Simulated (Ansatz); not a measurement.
# RuH (doublet): the correlation ladder, def2-SVP

Aim: climb from Hartree-Fock through coupled cluster and multireference methods for RuH (doublet) at one geometry and basis, and see what each rung misses.

The runs use Ansatz 0.2.0, Gaussian basis; def2-SVP, core rule «outside noble gas», up to 4 orbitals frozen.

Plan: UHF; CCSD(T) on ROHF; CCSD(T) on UHF; CISD; CCSDT(Q) on ROHF; CASSCF and MRCISD+Q, 9 electrons in 7 orbitals; CASSCF and NEVPT2, 9 electrons in 7 orbitals.

20 further runs of the same task are left out: 1 for a known fault of the program, 7 that didn't finish, 12 set aside as unsound or not needed.

## Step 1: What is computed

The geometry is a PBE0/def2-TZVP stationary point (not a proven minimum) of the parent state, kept for this charge and spin. No spin-orbit coupling is included. Elements past krypton take def2 core potentials.

2 atoms, charge 0, spin multiplicity 2.

Atoms are counted from 1 here; the program's logs count them from 0.

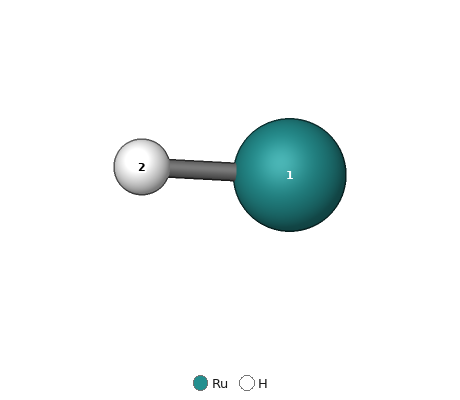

The geometry (ruthenium teal, hydrogen white); atoms are numbered from 1 in the order of the file.

In the tables R marks a restricted open-shell determinant and U an unrestricted one; 'valence' is the active space of 9 electrons in 7 orbitals; energies count from the table's Hartree-Fock row.

## Step 2: UHF

File in.yaml:

```yaml
crystal:
  periodic: [false, false, false]
  atoms:
    - {symbol: Ru, position_ang: [0.000000, 0.000000, 0.000000]}
    - {symbol: H, position_ang: [0.000000, 0.000000, 1.589200]}
basis:
  gaussian: {orbitals: def2-SVP}
magnetization: {spin_polarized: true, initial_magnetization: 1}
hamiltonian: {xc: hf}
output: {orbitals: {seedname: orbitals}}
```

Command:

```sh
$ ansatz run in.yaml --threads 1 --pin off --events-out ev --progress --plain --max-ram 2393MiB
```

Standard output (excerpt; [...] marks lines left out):

```text
Functional definition: HF
  name "HF"
  cite "Fock, Z. Phys. 61, 126 (1930) doi:10.1007/BF01340294"
  parent pbe
[...]
383 factors; integrals over basis functions are off by at most 1.2e-3 eV
[...]
mean field -2574.25414025 eV, -94.6020947620 hartree, gradient 7.9e-6 eV, S^2 1.740774; 14 other end points of the search recorded, 0 dependent functions left out
reference -2574.25414025 eV, -94.6020947620 hartree; 9, 8 occupied and 27, 28 virtual orbitals, 383 factors
Total energy: -2574.25414025 eV, -94.6020947620 hartree
```

Wall time 1.5 s (1 thread of Arm Neoverse V2, shared host).

From the report: ⟨S²⟩ of the determinant 1.741 (pure doublet: 0.75). The determinant is far from a pure spin state, so its energy mixes those of several spin states (harmless only where they are near-degenerate, as at dissociation).

## Step 3: CCSD(T) on ROHF

File in.yaml:

```yaml
crystal:
  periodic: [false, false, false]
  atoms:
    - {symbol: Ru, position_ang: [0.000000, 0.000000, 0.000000]}
    - {symbol: H, position_ang: [0.000000, 0.000000, 1.589200]}
basis:
  gaussian: {orbitals: def2-SVP}
magnetization: {spin_polarized: false, initial_magnetization: 1}
correlation: {method: ccsd_t, electrons: outside_noble_gas}
```

Launched as before.

Standard output (excerpt; [...] marks lines left out):

```text
Functional definition: HF
  name "HF"
  cite "Fock, Z. Phys. 61, 126 (1930) doi:10.1007/BF01340294"
  parent pbe
[...]
383 factors; integrals over basis functions are off by at most 1.2e-3 eV
[...]
mean field -2573.50321874 eV, -94.5744989057 hartree, gradient 2.3e-6 eV, S^2 0.750000; 29 other end points of the search recorded, 0 dependent functions left out
[...]
determinant -2573.50321874 eV, -94.5744989057 hartree, with singles and doubles -2578.54383813 eV, -94.7597382517 hartree
determinant -2573.03132799 eV, -94.5571572403 hartree, with singles and doubles -2578.06612412 eV, -94.7421825854 hartree
determinant -2572.90306463 eV, -94.5524436487 hartree, with singles and doubles -2577.99747471 eV, -94.7396597660 hartree
determinant -2572.63357504 eV, -94.5425400891 hartree, with singles and doubles -2577.59676964 eV, -94.7249341263 hartree
[...]
determinant -2573.50321874 eV, -94.5744989057 hartree, with singles and doubles -2578.54946709 eV, -94.7599451120 hartree
determinant -2573.03132799 eV, -94.5571572403 hartree, with singles and doubles -2578.07848304 eV, -94.7426367674 hartree
determinant -2572.90306463 eV, -94.5524436487 hartree, with singles and doubles -2577.68326037 eV, -94.7281126022 hartree
unrestricted determinant -2574.25414025 eV, -94.6020947620 hartree, S^2 1.7408
4 core orbitals not correlated: weight in the atoms' cores, before any rotation towards them, 0.999 or more for the frozen orbitals, at most 0.000 for the correlated occupied ones
reference -2573.50321874 eV, -94.5744989057 hartree; 5, 4 occupied and 27, 28 virtual orbitals, 383 factors
second order -4.60771714 eV of doubles, -0.00375729 eV of singles
cycle   1  -5.04624626 eV  change    2.1e-6 eV  update   6.6e-6
perturbative correction -0.21039583 eV, -0.0077319041 hartree
Total energy: -2578.75986083 eV, -94.7676769394 hartree
```

It took 10 s on 1 thread of Arm Neoverse V2, shared host.

From the report: correlation -5.2566 eV; T1 0.041; largest double amplitude 0.06.

## Step 4: CCSD(T) on UHF

in.yaml: that of step 3 with these lines changed.

```diff
@@ -7,3 +7,3 @@
   gaussian: {orbitals: def2-SVP}
-magnetization: {spin_polarized: false, initial_magnetization: 1}
+magnetization: {spin_polarized: true, initial_magnetization: 1}
 correlation: {method: ccsd_t, electrons: outside_noble_gas}
```

The command is unchanged.

Standard output (excerpt; [...] marks lines left out):

```text
Functional definition: HF
  name "HF"
  cite "Fock, Z. Phys. 61, 126 (1930) doi:10.1007/BF01340294"
  parent pbe
[...]
383 factors; integrals over basis functions are off by at most 1.2e-3 eV
[...]
mean field -2574.25414025 eV, -94.6020947620 hartree, gradient 3.2e-6 eV, S^2 1.740775; 38 other end points of the search recorded, 0 dependent functions left out
determinant -2574.25414025 eV, -94.6020947620 hartree, with singles and doubles -2579.16028723 eV, -94.7823923382 hartree
determinant -2574.18746421 eV, -94.5996444629 hartree, with singles and doubles -2579.11421289 eV, -94.7806991374 hartree
determinant -2574.16040256 eV, -94.5986499653 hartree, with singles and doubles -2579.01489481 eV, -94.7770492650 hartree
determinant -2574.08145791 eV, -94.5957488033 hartree, with singles and doubles -2579.04629375 eV, -94.7782031549 hartree
[...]
determinant -2573.66013492 eV, -94.5802654690 hartree, with singles and doubles -2578.80007106 eV, -94.7691546380 hartree
determinant -2573.63695470 eV, -94.5794136114 hartree, with singles and doubles -2578.80432089 eV, -94.7693108165 hartree
determinant -2573.54843994 eV, -94.5761607541 hartree, with singles and doubles -2579.04620036 eV, -94.7781997231 hartree
4 core orbitals not correlated: weight in the atoms' cores, before any rotation towards them, 0.999 or more for the frozen orbitals, at most 0.000 for the correlated occupied ones
reference -2573.54843996 eV, -94.5761607546 hartree; 5, 4 occupied and 27, 28 virtual orbitals, 383 factors
second order -4.56679607 eV of doubles, -0.00000000 eV of singles
cycle   1  -5.49776940 eV  change   -9.0e-6 eV  update   3.4e-5
[...]
cycle   3  -5.49776091 eV  change    2.1e-6 eV  update   8.2e-6
perturbative correction -0.62698782 eV, -0.0230413773 hartree
WARN: the results are in doubt because among natural orbitals the method converges to other amplitudes
Total energy: -2579.67318868 eV, -94.8012411187 hartree
In doubt: among natural orbitals the method converges to other amplitudes
```

Wall time 13 s (1 thread of Arm Neoverse V2, shared host).

From the report: ⟨S²⟩ of the determinant 1.763 (pure doublet: 0.75); correlation -6.1247 eV; T1 0.035; largest double amplitude 0.27. The determinant is far from a pure spin state, so its energy mixes those of several spin states (harmless only where they are near-degenerate, as at dissociation). The program marks this result as in doubt; its last lines say why.

## Step 5: CISD

File in.yaml:

```yaml
crystal:
  periodic: [false, false, false]
  atoms:
    - {symbol: Ru, position_ang: [0.000000, 0.000000, 0.000000]}
    - {symbol: H, position_ang: [0.000000, 0.000000, 1.589200]}
basis:
  gaussian: {orbitals: def2-SVP}
magnetization: {spin_polarized: false, initial_magnetization: 1}
correlation: {active_space: {ras: {orbitals: [4, 1, 27], electrons: 9, max_holes: 2, max_particles: 2}, fixed_orbitals: true}}
```

Launched as before.

Standard output (excerpt; [...] marks lines left out):

```text
Functional definition: HF
  name "HF"
  cite "Fock, Z. Phys. 61, 126 (1930) doi:10.1007/BF01340294"
  parent pbe
[...]
383 factors; integrals over basis functions are off by at most 1.2e-3 eV
[...]
mean field -2573.50321874 eV, -94.5744989057 hartree, gradient 2.3e-6 eV, S^2 0.750000; 23 other end points of the search recorded, 0 dependent functions left out
reference -2573.50321874 eV, -94.5744989057 hartree; 9, 8 occupied and 27, 28 virtual orbitals, 383 factors
state -2578.22030516 eV, -94.7478486341 hartree
Total energy: -2578.22030516 eV, -94.7478486341 hartree
```

Run time: 2.6 s. Hardware: 1 thread of Arm Neoverse V2, shared host.

From the report: 7,961 determinants.

## Step 6: CCSDT(Q) on ROHF

in.yaml: that of step 5 with these lines changed.

```diff
@@ -8,2 +8,2 @@
 magnetization: {spin_polarized: false, initial_magnetization: 1}
-correlation: {active_space: {ras: {orbitals: [4, 1, 27], electrons: 9, max_holes: 2, max_particles: 2}, fixed_orbitals: true}}
+correlation: {method: ccsdt_q, electrons: outside_noble_gas}
```

The command is unchanged.

Standard output (excerpt; [...] marks lines left out):

```text
Functional definition: HF
  name "HF"
  cite "Fock, Z. Phys. 61, 126 (1930) doi:10.1007/BF01340294"
  parent pbe
[...]
627 factors; integrals over basis functions are off by at most 1.7e-7 eV
[...]
mean field -2573.50324022 eV, -94.5744996950 hartree, gradient 2.3e-6 eV, S^2 0.750000; 29 other end points of the search recorded, 0 dependent functions left out
[...]
determinant -2573.50324022 eV, -94.5744996950 hartree, with singles and doubles -2578.54384373 eV, -94.7597384571 hartree
determinant -2573.03134511 eV, -94.5571578694 hartree, with singles and doubles -2578.06613402 eV, -94.7421829492 hartree
determinant -2572.90308271 eV, -94.5524443133 hartree, with singles and doubles -2577.99748800 eV, -94.7396602546 hartree
determinant -2572.63359508 eV, -94.5425408256 hartree, with singles and doubles -2577.59678219 eV, -94.7249345876 hartree
[...]
determinant -2573.50324022 eV, -94.5744996950 hartree, with singles and doubles -2578.54947275 eV, -94.7599453201 hartree
determinant -2573.03134511 eV, -94.5571578694 hartree, with singles and doubles -2578.07849270 eV, -94.7426371223 hartree
determinant -2572.90308271 eV, -94.5524443133 hartree, with singles and doubles -2577.68333190 eV, -94.7281152307 hartree
[...]
unrestricted determinant -2574.25415928 eV, -94.6020954616 hartree, S^2 1.7408
4 core orbitals not correlated: weight in the atoms' cores, before any rotation towards them, 0.999 or more for the frozen orbitals, at most 0.000 for the correlated occupied ones
reference -2573.50324022 eV, -94.5744996950 hartree; 5, 4 occupied and 27, 28 virtual orbitals, 627 factors
second order -4.60771468 eV of doubles, -0.00375725 eV of singles
cycle   1  -4.71972678 eV  change   -1.1e-1 eV  update   9.0e-2
[...]
cycle  35  -5.31717429 eV  change    7.1e-7 eV  update   1.1e-6
perturbative correction -0.01486650 eV, -0.0005463337 hartree
Total energy: -2578.83528101 eV, -94.7704485799 hartree
```

Wall time 22 s (1 thread of Arm Neoverse V2, shared host).

From the report: correlation -5.3320 eV; T1 0.039; largest double amplitude 0.11.

## Step 7: CASSCF and MRCISD+Q, 9 electrons in 7 orbitals

in.yaml: that of step 6 with these lines changed.

```diff
@@ -8,2 +8,2 @@
 magnetization: {spin_polarized: false, initial_magnetization: 1}
-correlation: {method: ccsdt_q, electrons: outside_noble_gas}
+correlation: {method: fic_mrcisd_q, electrons: outside_noble_gas, active_space: {window: {electrons: 9, orbitals: 7}, shells: [{species: H, l: s, shell: 1}, {species: Ru, l: s, shell: 5}, {species: Ru, l: d, shell: 4}]}}
```

The command is unchanged.

Standard output (excerpt; [...] marks lines left out):

```text
Functional definition: HF
  name "HF"
  cite "Fock, Z. Phys. 61, 126 (1930) doi:10.1007/BF01340294"
  parent pbe
[...]
627 factors; integrals over basis functions are off by at most 1.7e-7 eV
[...]
mean field -2573.50324022 eV, -94.5744996950 hartree, gradient 2.3e-6 eV, S^2 0.750000; 23 other end points of the search recorded, 0 dependent functions left out
reference -2573.50324022 eV, -94.5744996950 hartree; 9, 8 occupied and 27, 28 virtual orbitals, 627 factors
state -2574.34175517 eV, -94.6053145509 hartree
contracted CI cycle   1: correlation 0.00000000 eV, 0.0000000000 hartree, residual 2.02e1 eV
contracted CI cycle   2: correlation -4.01161450 eV, -0.1474241135 hartree, residual 2.49e0 eV
contracted CI cycle   3: correlation -4.12935757 eV, -0.1517510916 hartree, residual 7.80e-1 eV
contracted CI cycle   4: correlation -4.14250139 eV, -0.1522341184 hartree, residual 2.31e-1 eV
contracted CI cycle   5: correlation -4.14352466 eV, -0.1522717228 hartree, residual 7.56e-2 eV
contracted CI cycle   6: correlation -4.14363736 eV, -0.1522758642 hartree, residual 2.21e-2 eV
contracted CI cycle   7: correlation -4.14364586 eV, -0.1522761768 hartree, residual 5.83e-3 eV
contracted CI cycle   8: correlation -4.14364643 eV, -0.1522761975 hartree, residual 1.74e-3 eV
contracted CI cycle   9: correlation -4.14364648 eV, -0.1522761996 hartree, residual 5.07e-4 eV
state -2574.34175517 eV, -94.6053145509 hartree; corrected -2578.73092471 eV, -94.7666135566 hartree
Total energy: -2578.73092471 eV, -94.7666135566 hartree
Checks for a lower state left out: starts, orbital_swaps
```

Wall time 2.2 s (1 thread of Arm Neoverse V2, shared host).

From the report: 185 determinants; active occupations 1.97, 1.97, 1.96, 1.78, 1.02, 0.26, 0.03.

## Step 8: CASSCF and NEVPT2, 9 electrons in 7 orbitals

File in.yaml:

```yaml
crystal:
  periodic: [false, false, false]
  atoms:
    - {symbol: Ru, position_ang: [0.000000, 0.000000, 0.000000]}
    - {symbol: H, position_ang: [0.000000, 0.000000, 1.589200]}
basis:
  gaussian: {orbitals: def2-SVP}
magnetization: {spin_polarized: false, initial_magnetization: 1}
correlation: {method: sc_nevpt2, electrons: outside_noble_gas, active_space: {window: {electrons: 9, orbitals: 7}, shells: [{species: H, l: s, shell: 1}, {species: Ru, l: s, shell: 5}, {species: Ru, l: d, shell: 4}]}}
```

Same command.

Standard output (excerpt; [...] marks lines left out):

```text
Functional definition: HF
  name "HF"
  cite "Fock, Z. Phys. 61, 126 (1930) doi:10.1007/BF01340294"
  parent pbe
[...]
627 factors; integrals over basis functions are off by at most 1.7e-7 eV
[...]
mean field -2573.50324022 eV, -94.5744996950 hartree, gradient 2.3e-6 eV, S^2 0.750000; 23 other end points of the search recorded, 0 dependent functions left out
reference -2573.50324022 eV, -94.5744996950 hartree; 9, 8 occupied and 27, 28 virtual orbitals, 627 factors
state -2574.34175517 eV, -94.6053145509 hartree
state -2574.34175517 eV, -94.6053145509 hartree; corrected -2578.05891297 eV, -94.7419175804 hartree
Total energy: -2578.05891297 eV, -94.7419175804 hartree
Checks for a lower state left out: starts, orbital_swaps
```

It took 1.7 s on 1 thread of Arm Neoverse V2, shared host.

From the report: 185 determinants; active occupations 1.97, 1.97, 1.96, 1.78, 1.02, 0.26, 0.03.

## Step 9: Natural occupations

Natural occupations of the CASSCF valence state about the gap (report; correlated orbitals 1 to 7): 1.970, 1.970, 1.963, 1.783, 1.024, 0.257, 0.033. The count of effectively unpaired electrons, Σ n²(2 − n)², is 1.36; a single determinant of this spin has 1.

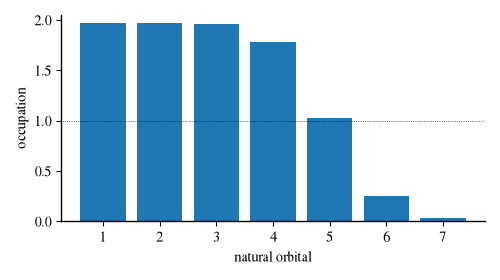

Natural occupations of the CASSCF valence state.

## Step 10: Misses and costs

No level here is safe as a reference; RCCSDT(Q) serves as a yardstick only. Rows without a time come out of other runs: HF, MP2 and CCSD of CCSD(T), CCSDT of CCSDT(Q), CASSCF and MRCISD of the multireference runs.

Differences are taken before rounding.

```csv
method,energy from the lowest RHF (meV),from RCCSDT(Q) (meV),time
RHF,0.0,+5332.1,
RMP2,-4611.5,+720.6,
UMP2,-4612.0,+720.0,
CISD,-4717.1,+615.0,2.6 s
RCCSD,-5046.2,+285.8,
UCCSD,-5543.0,-210.9,
RCCSD(T),-5256.6,+75.4,10 s
UCCSD(T),-6170.0,-837.9,13 s
RCCSDT,-5317.2,+14.9,
RCCSDT(Q),-5332.1,0,22 s
CASSCF valence,-838.5,+4493.5,
NEVPT2 valence,-4555.7,+776.4,1.7 s
MRCISD valence,-4982.2,+349.9,
MRCISD+Q valence,-5227.7,+104.4,2.2 s
```

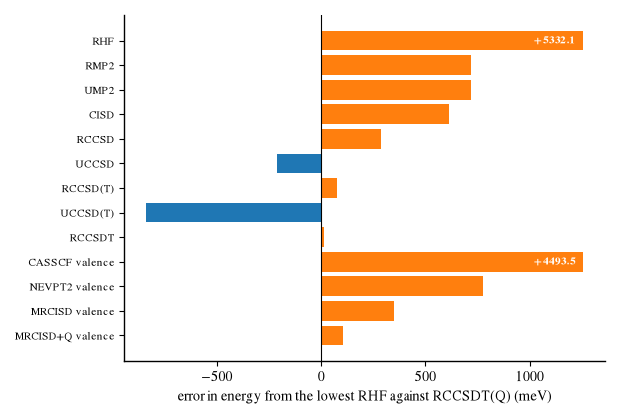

Error of each method against RCCSDT(Q). Bars with a number in them are cut short.

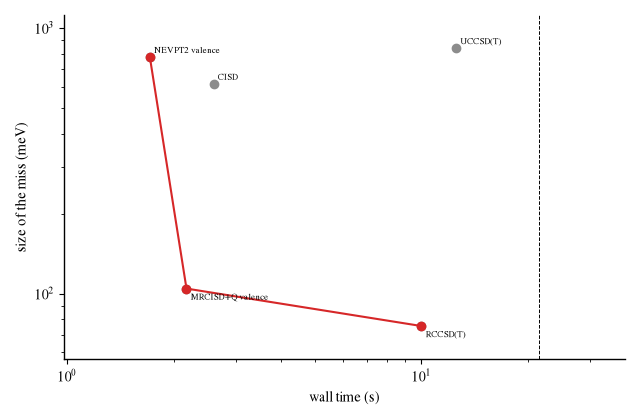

Accuracy for the time spent; red marks the levels that beat every quicker one drawn (of those quicker than the yardstick), and the dashed line is the time of RCCSDT(Q). Times are from a shared host.

Left out of the table: UHF (another determinant or state than the rows shown).

The program flags UCCSD(T) as in doubt (see the logs), so those rows may rest on another solution; read them beside their warnings.

## Step 11: Summary of results

| quantity | value |
| --- | --- |
| RCCSDT(Q) below the RHF energy | -5.3321 eV |
| RMP2 from RCCSDT(Q) | +720.6 meV |
| UMP2 from RCCSDT(Q) | +720.0 meV |
| RCCSD from RCCSDT(Q) | +285.8 meV |
| RCCSD(T) from RCCSDT(Q) | +75.4 meV |
| UCCSD(T) from RCCSDT(Q) | -837.9 meV |
| NEVPT2 valence from RCCSDT(Q) | +776.4 meV |
| MRCISD+Q valence from RCCSDT(Q) | +104.4 meV |
| T1 diagnostic | 0.041 |
| effectively unpaired electrons | 1.36 |

**Reading.** RCCSD(T) lands +75.4 meV from the yardstick (1.4 % of the correlation energy). CCSD(T) misses by +75.4 meV on the restricted determinant and by -837.9 meV on the unrestricted one; the two need not hold the same state or core. The occupations show some static correlation. Coupled cluster took another determinant than the lowest Hartree-Fock one. Warnings: spin contamination; coupled cluster took another determinant than the lowest.
